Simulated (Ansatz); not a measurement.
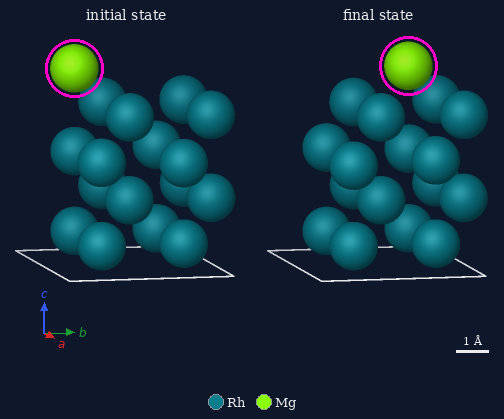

The two relaxed end points of a path for Mg on Rh(110) (17 atoms in the cell). A spheres-only model of the simulation cell, with the vacuum cut short (origin moved), seen slightly off an axis. The moving atom is ringed, with any periodic copies.

The calculation used DFT PBE-D3(BJ), scalar-relativistic, plane waves, PAW in Ansatz 0.2.0.

Input file:
```yaml
crystal:
  lattice:
    - [7.6, 0.0, 0.0]
    - [0.0, 5.374012, 0.0]
    - [0.0, 0.0, 17.030509]
  atoms:
    - { symbol: Rh, position: [0.25, 0.25, 0.0587182] }
    - { symbol: Rh, position: [0.75, 0.25, 0.0587182] }
    - { symbol: Rh, position: [0.25, 0.75, 0.0587182] }
    - { symbol: Rh, position: [0.75, 0.75, 0.0587182] }
    - { symbol: Rh, position: [0.00022135, 0.00127449, 0.12856616] }
    - { symbol: Rh, position: [0.4997071, 0.00125647, 0.12864659] }
    - { symbol: Rh, position: [0.00014756, 0.49879836, 0.12864449] }
    - { symbol: Rh, position: [0.4997708, 0.49880971, 0.12848101] }
    - { symbol: Rh, position: [0.24984946, 0.24975338, 0.21079921] }
    - { symbol: Rh, position: [0.74984749, 0.24997894, 0.21629468] }
    - { symbol: Rh, position: [0.24988751, 0.75011246, 0.2161002] }
    - { symbol: Rh, position: [0.74985509, 0.75007409, 0.20942534] }
    - { symbol: Rh, position: [0.00255242, 0.00275374, 0.28531277] }
    - { symbol: Rh, position: [0.49713555, 0.00279243, 0.28533068] }
    - { symbol: Rh, position: [0.00289192, 0.49705162, 0.2853326] }
    - { symbol: Rh, position: [0.49686218, 0.49700279, 0.28520217] }
    - { symbol: Mg, position: [0.74970482, 0.74785432, 0.36580385] }
basis:
  ecutwfc: 420.0
kpoints:
  mp_grid: { grid: [2, 3, 1] }
hamiltonian:
  xc: pbe
  dispersion: d3bj
scf:
  occupations: { method: fermi_dirac, width: 0.05 }
  lower_state_search: "off"
neb:
  images: 5
  f_tol: 0.03
  initial_path: linear
  max_iterations: 32
  constraints: [{ sites: [0, 1, 2, 3] }]
  final_atoms:
    - { symbol: Rh, position: [0.25, 0.25, 0.0587182] }
    - { symbol: Rh, position: [0.75, 0.25, 0.0587182] }
    - { symbol: Rh, position: [0.25, 0.75, 0.0587182] }
    - { symbol: Rh, position: [0.75, 0.75, 0.0587182] }
    - { symbol: Rh, position: [0.00014756, -0.00120168, 0.12864449] }
    - { symbol: Rh, position: [0.4997708, -0.00119033, 0.12848101] }
    - { symbol: Rh, position: [0.00022135, 0.50127445, 0.12856616] }
    - { symbol: Rh, position: [0.4997071, 0.50125643, 0.12864659] }
    - { symbol: Rh, position: [0.24988751, 0.25011242, 0.2161002] }
    - { symbol: Rh, position: [0.74985509, 0.25007405, 0.20942534] }
    - { symbol: Rh, position: [0.24984946, 0.74975334, 0.21079921] }
    - { symbol: Rh, position: [0.74984749, 0.7499789, 0.21629468] }
    - { symbol: Rh, position: [0.00289192, -0.00294842, 0.2853326] }
    - { symbol: Rh, position: [0.49686218, -0.00299725, 0.28520217] }
    - { symbol: Rh, position: [0.00255242, 0.5027537, 0.28531277] }
    - { symbol: Rh, position: [0.49713555, 0.50279239, 0.28533068] }
    - { symbol: Mg, position: [0.74970482, 1.24785428, 0.36580385] }
  order_check: true
```

Run as
```bash
ansatz run input.yaml --threads 4 --pin off --max-ram 10240MiB --backend cpu --events-out ev --progress --plain --runs-dir out
```

> Predict the minimum-energy path and its barrier.

The two ends have the same energy, and the highest point, image 3, lies 0.256 eV above the start. The adsorbate starts on a hollow site and hops by a lattice vector of the surface; other mechanisms, such as exchange with a surface atom, weren't searched. The Mg atom travels furthest, 2.69 Å from end to end, on a straight line. At the highest image its nearest neighbour (Rh) is 2.51 Å away, against 2.66 Å at the start, and the surrounding atoms stand up to 0.13 Å off the mean of their end positions. The band converged in 5 iterations. The largest component of the band force went from 1.3 to 0.022 eV/Å. The climbing image converged on the top of the path. A check of its curvatures found one unstable direction (−0.64 eV/Å²), as a transition state must have.

Energies of the converged images:

| image | path (Å) | E (eV) |
| --- | --- | --- |
| 0 | 0.00 | 0.000 |
| 1 | 0.47 | 0.061 |
| 2 | 0.94 | 0.192 |
| 3 | 1.41 | 0.256 |
| 4 | 1.87 | 0.193 |
| 5 | 2.33 | 0.065 |
| 6 | 2.79 | 0.000 |

The geometry at the top of the path:

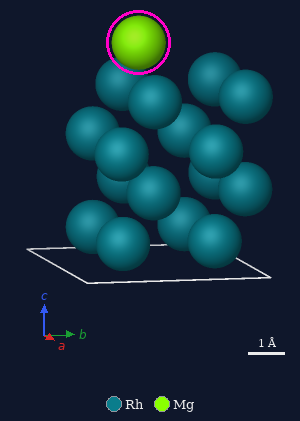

Limits of the set-up: the k-point mesh is coarse for a cell with partly filled bands; the periodic images lie only 5.4 Å apart, so the values are limited by the cell's size.

The run took 9.9 min on 4 threads of AMD EPYC 7B13 (Zen 3), on a shared host, peak memory 4.6 GiB.
